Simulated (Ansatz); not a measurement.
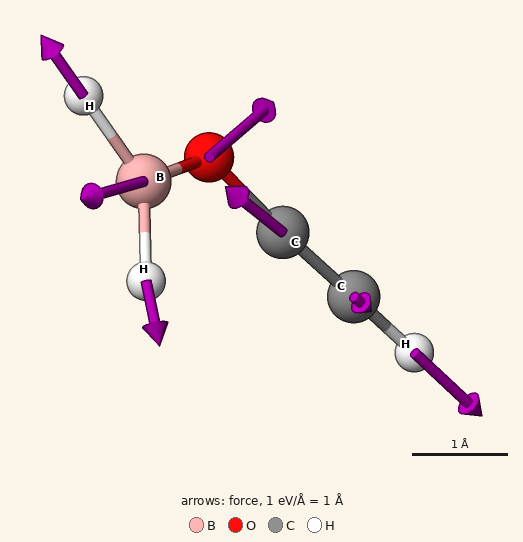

Starting geometry of C₂H₃BO with the computed forces as purple arrows. A ball-and-stick model, seen from a free direction.

The run prepares an end point of a later path (hydrogen shift) calculation, from a guessed geometry.

Computed with RKS r2SCAN-D4/def2-SVP (Ansatz).

Input
```yaml
crystal:
  periodic: [false, false, false]
  atoms:
    - { symbol: B, position_ang: [-0.77025, 1.27012, 0.19093] }
    - { symbol: O, position_ang: [0.22812, 0.48364, 0.58221] }
    - { symbol: C, position_ang: [0.59825, -0.65261, 0.09075] }
    - { symbol: C, position_ang: [0.9805, -1.71596, -0.30616] }
    - { symbol: H, position_ang: [-1.47412, 0.9963, -0.71358] }
    - { symbol: H, position_ang: [-0.8932, 2.25466, 0.81426] }
    - { symbol: H, position_ang: [1.33069, -2.63613, -0.65841] }
basis:
  gaussian: { orbitals: def2-SVP }
hamiltonian:
  xc: r2scan
  dispersion: d4
relax:
  f_tol: 0.02
  max_steps: 50
```

Run as
```bash
ansatz run input.yaml --threads 2 --pin off --max-ram 3072MiB --backend cpu --events-out ev --progress --plain --runs-dir out
```

Is this structure relaxed? If not, where do the atoms go?

It isn't relaxed: the largest force vector, on O2, is 1.59 eV/Å. The final displacements follow the starting forces only in part (cosine between the two patterns 0.50). The largest move after the best rigid fit is that of H5, 0.083 Å. Largest moves by element: H 0.083 Å, O 0.062 Å, C 0.024 Å, B 0.020 Å. Among the contacts that change: B1–O2 1.330 → 1.374 Å, B1–H6 1.172 → 1.201 Å, C4–H7 1.046 → 1.073 Å, B1–H5 1.178 → 1.204 Å. Among the angles between lasting bonds that change: B1–O2–C3 128.6° → 125.1°, O2–B1–H5 122.5° → 119.4°, H5–B1–H6 122.7° → 125.7°. After 5 accepted moves (6 points after the start) the energy has fallen by 0.097 eV. The largest force component goes from 1.3 to 0.012 eV/Å. The line search rejected the trial step at point 4 of the run.
